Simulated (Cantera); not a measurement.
A closed system holds: 1 mol CH3F, 8.3 mol H2, 1.2 mol CH4, equilibrated at 2823.15 K.

Cantera equilibrium calculation (NASA polynomials, part measured and part estimated; ideal gas, pure solids and liquids). Candidate condensed phases: C, C6H6, C7H8, C8H18; 95 gas species. Kinetics and transport are ignored.

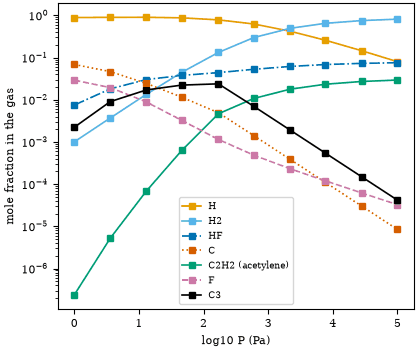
*Equilibrium gas composition (values under 1e-9 drawn at 1e-9)*

From 1.00 Pa to 1.70 mbar nothing is condensed. From 6.00 mbar to 1.00 bar the condensed part is C(graphite). The main C-bearing gas is C at 1.00 Pa and C2H2 (acetylene) at 1.00 bar.
